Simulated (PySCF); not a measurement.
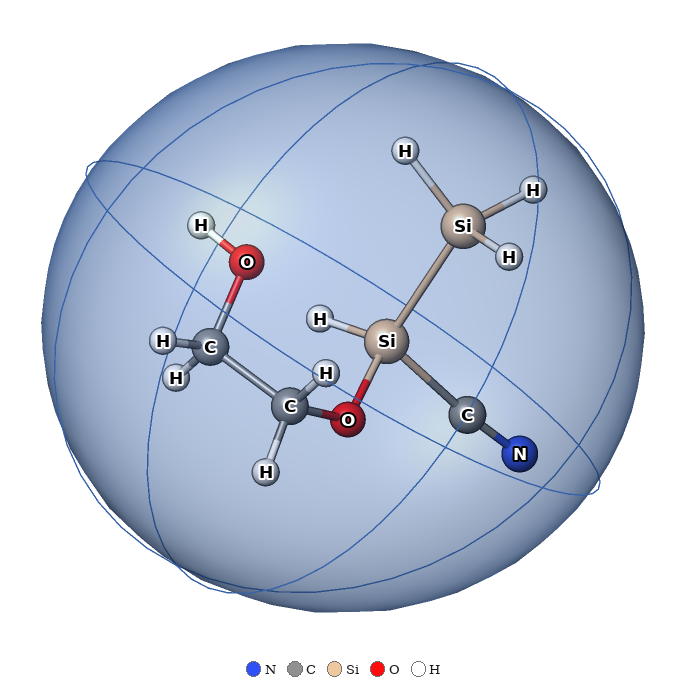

The ellipsoid shows the static dipole polarisability: its half-axes are proportional to the principal values. Computed geometry: GFN2-xTB optimisation. No frequency run is at hand to confirm it as a minimum. Computed with B3LYP/def2-SVPD (PySCF 2.14.0).

Question. Give the principal values, the mean and the anisotropy.

Answer. Principal values 87.2, 103.7, 115.5 bohr³; mean 102.1 bohr³ (15.14 Å³); anisotropy 24.6 bohr³, so the longest axis is 1.32 times the shortest.

The geometry is semi-empirical. Around Si such bond lengths and angles can be off by a tenth of an ångström or more and by several degrees, and values that hang on the shape move with them.
